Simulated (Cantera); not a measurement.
A closed system holds: 1 mol CH3Cl, 5.6 mol H2, 0.13 mol HCl, held at 3223.15 K.

Method: chemical equilibrium by Gibbs-energy minimisation in Cantera with the NASA 1993 tables (ideal gas, pure condensed phases). Candidate condensed phases: C, C6H6, C7H8, C8H18; 91 gas species. Kinetics and transport are ignored.

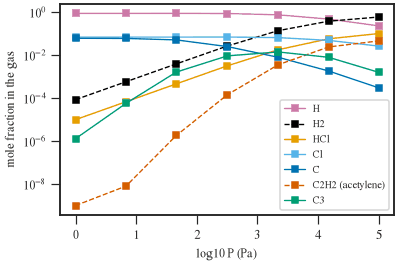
Equilibrium gas composition (values under 1e-9 drawn at 1e-9)

### Question
Read off the mole fractions at 16.5 Torr.

### Answer
H about 0.75, H2 about 0.14, Cl about 0.065, HCl about 0.018, C3 about 0.014, C about 0.0079, C2H2 (acetylene) about 0.0035.
